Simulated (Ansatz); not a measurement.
## BH$_{4}$O$_{2}$: frequency calculation

- system: BH$_{4}$O$_{2}$, multiplicity 2
- method: UKS revPBE/6-31G* (Ansatz 0.2.0)

It belongs to a series of runs on one base structure; here: vibrations at the highest image of the band. Figures and captions count atoms from 1; the log counts them from 0 in places.

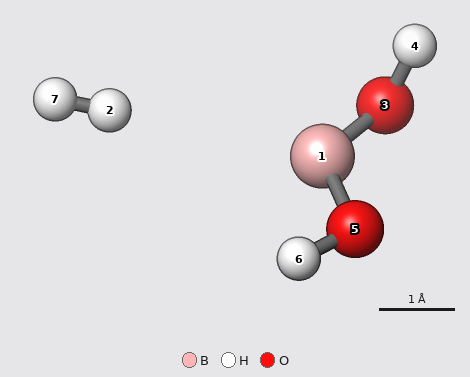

Fig. 1: The input geometry (ball-and-stick view, seen at a tilt; atoms are numbered from 1 in the order of the input). Bond lengths as drawn: B–O 1.37 to 1.38 Å, H–H 0.75 Å and H–O 0.98 Å.

### Results in brief

```json
{"quantity": "outcome", "value": "converged"}
{"quantity": "total energy", "value": "−4833.1760 eV"}
{"quantity": "mean-field energy", "value": "−4833.1760 eV"}
{"quantity": "⟨S²⟩", "value": "0.753"}
{"quantity": "largest force (length of the vector)", "value": "0.002 eV/Å"}
{"quantity": "hardware", "value": "1 thread of Arm Neoverse V1, 24 GiB of memory available, shared host"}
{"quantity": "wall time", "value": "39 s"}
{"quantity": "peak memory", "value": "0.11 GiB"}
```

### Input file
```yaml
crystal:
  periodic: [false, false, false]
  atoms:
    - { symbol: B, position_ang: [0.05814, -0.178231, -0.493167] }
    - { symbol: H, position_ang: [-0.129855, 0.119926, 2.426946] }
    - { symbol: O, position_ang: [1.250383, -0.029037, -1.164793] }
    - { symbol: H, position_ang: [1.775368, -0.847127, -1.249407] }
    - { symbol: O, position_ang: [-1.110015, -0.515881, -1.130221] }
    - { symbol: H, position_ang: [-1.847608, -0.515993, -0.488819] }
    - { symbol: H, position_ang: [-0.206312, 0.167743, 3.173062] }
magnetization:
  spin_polarized: true
  initial_magnetization: 1
basis:
  gaussian: { orbitals: "6-31G*" }
hamiltonian:
  xc: revpbe
phonons: {}
```

Run as:
```bash
ansatz run input.yaml --threads 1 --pin off --max-ram 2048MiB --backend cpu --events-out ev --progress --plain --runs-dir out
```

### The program's output
```
Engine: ansatz 0.2.0, aarch64-unknown-linux-gnu
Functional definition: revPBE
  parameter kappa = 1.245
  parameter beta = 0.06672455060314922
  exchange = pbe_x(kappa = kappa, mu = beta*pi^2/3)
  correlation = pbe_c(beta = beta)
599 factors; their error is unknown
mean field evaluation 1: about -4826.1416 eV, gradient 4.6e1 eV
mean field evaluation 2: about -4799.1024 eV, gradient 9.4e1 eV
mean field evaluation 4: about -4833.1556 eV, gradient 3.3e0 eV
mean field evaluation 8: about -4833.1759 eV, gradient 8.4e-2 eV
mean field -4833.17596483 eV, -177.6159406630 hartree, gradient 3.2e-5 eV, S^2 0.752516; 0 other end points of the search recorded, 0 dependent functions left out
the calculation of the forces begins
reference -4833.17599523 eV, -177.6159417802 hartree; 13, 12 occupied and 40, 41 virtual orbitals, 599 factors
these checks for a lower state are left out or cut short: stability, starts, cluster_reference, orbital_swaps, neighbouring_geometries, increment
599 factors; their error is unknown
mean field evaluation 16: about -4833.2058 eV, gradient 1.4e-1 eV
mean field -4833.17580289 eV, -177.6159347121 hartree, gradient 1.3e-6 eV, S^2 0.752519; 0 other end points of the search recorded, 0 dependent functions left out
[... from here on the field's lines of each further geometry are left out, up to the last ...]
the calculation of the forces begins
reference -4833.17588856 eV, -177.6159378604 hartree; 13, 12 occupied and 40, 41 virtual orbitals, 599 factors
these checks for a lower state are left out or cut short: stability, starts, cluster_reference, orbital_swaps, neighbouring_geometries, increment
599 factors; their error is unknown
mean field -4833.17585973 eV, -177.6159368009 hartree, gradient 2.4e-6 eV, S^2 0.752515; 0 other end points of the search recorded, 0 dependent functions left out
the calculation of the forces begins
reference -4833.17589012 eV, -177.6159379175 hartree; 13, 12 occupied and 40, 41 virtual orbitals, 599 factors
WARN: phonons: modes at or below zero, which the zero-point energy, F, S and C_V leave out: 1, the lowest at -580.78 cm⁻¹. A minimum has none, and a first-order saddle one
Total energy: -4833.17599523 eV, -177.6159417802 hartree
Atom 0 at     0.058140    -0.178231    -0.493167 Å, force     0.000616     0.000070     0.000452 eV/Å
Atom 1 at    -0.129855     0.119926     2.426946 Å, force    -0.000036     0.000048     0.000653 eV/Å
Atom 2 at     1.250383    -0.029037    -1.164793 Å, force    -0.000158    -0.000298     0.000278 eV/Å
Atom 3 at     1.775368    -0.847127    -1.249407 Å, force     0.000242     0.000248    -0.000215 eV/Å
Atom 4 at    -1.110015    -0.515881    -1.130221 Å, force    -0.000708    -0.000299    -0.001429 eV/Å
Atom 5 at    -1.847608    -0.515993    -0.488819 Å, force     0.000088     0.000215     0.000808 eV/Å
Atom 6 at    -0.206312     0.167743     3.173062 Å, force    -0.000043     0.000015    -0.000547 eV/Å
Dipole moment:    -0.093194    -0.315889     0.050432 e Å
Vibrations: -580.78 52.92 72.43 147.08 399.11 404.38 471.89 565.54 798.50 941.01 1138.30 1380.82 3671.24 3683.65 4287.50 cm⁻¹, zero-point energy 1.116749 eV
```

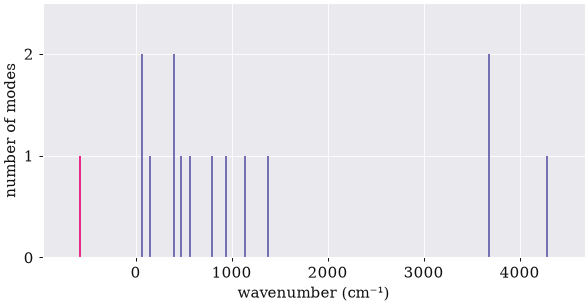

Fig. 2: Harmonic vibrational wavenumbers from the force constants; neighbouring modes closer than 22 cm⁻¹ are counted in one stick, and imaginary ones are drawn at negative wavenumbers. 15 modes from 581i to 4287 cm⁻¹, 1 imaginary beyond 8i (581i cm⁻¹): a first-order saddle point, if the geometry is stationary.
